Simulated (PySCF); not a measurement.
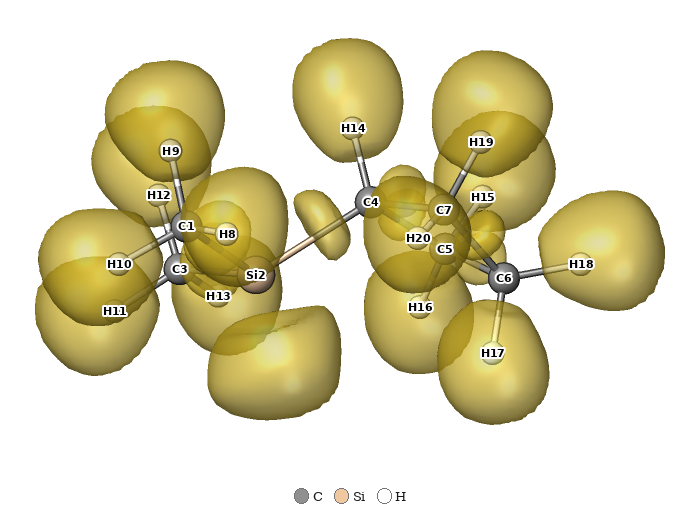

*C₆H₁₃Si (SMILES C[Si](C)C1CCC1) (doublet). Isosurface of the electron localisation function at 0.85 (yellow), seen from one side. Core shells and regions of very low density are left out.*

Geometry: GFN2-xTB.

These are results of UKS B3LYP, pcH-1 on C H Si, non-relativistic, mean-field spin-orbit, GIAO (PySCF 2.14.0, density-fitted response routines), not measurements.

The calculation's input:

```
{"job": {"kind": "epr", "basis": "pcH-1"}, "charge": 0, "multiplicity": 2}
C      1.939950     1.670594     0.116041
Si     1.013742     0.197039    -0.667748
C      2.156674    -1.325827    -0.800913
C     -0.520442    -0.243855     0.381596
C     -1.540805    -1.163313    -0.314987
C     -2.438194     0.056033    -0.557958
C     -1.598334     0.853190     0.447005
H      1.331040     2.569179     0.133928
H      2.222159     1.443190     1.143073
H      2.847629     1.898286    -0.434048
H      3.026714    -1.113213    -1.414178
H      2.512917    -1.624125     0.184118
H      1.643454    -2.177247    -1.237253
H     -0.202212    -0.606005     1.364733
H     -1.992098    -1.884618     0.365485
H     -1.197333    -1.690185    -1.203841
H     -2.345364     0.442376    -1.571123
H     -3.493286    -0.064238    -0.318556
H     -2.071576     0.920330     1.426042
H     -1.299783     1.853087     0.136154
```

Launched as:

```sh
OMP_NUM_THREADS=1 python probes_run.py task.json out
```

Describe the localisation domains.

At this value the surface marks out four regions between bonded C–C atoms (shared pairs), three regions between bonded C–Si atoms (shared pairs), 13 regions around hydrogen nuclei and one lobe on Si, pointing away from the bonds (non-bonding electrons). Along the contacts the grid gives the following. C–C (1.53 Å): the ELF peaks at about 0.95 between the atoms (a shared electron pair). C–Si (1.91 Å): the ELF peaks at about 0.95 between the atoms: a shared electron pair.
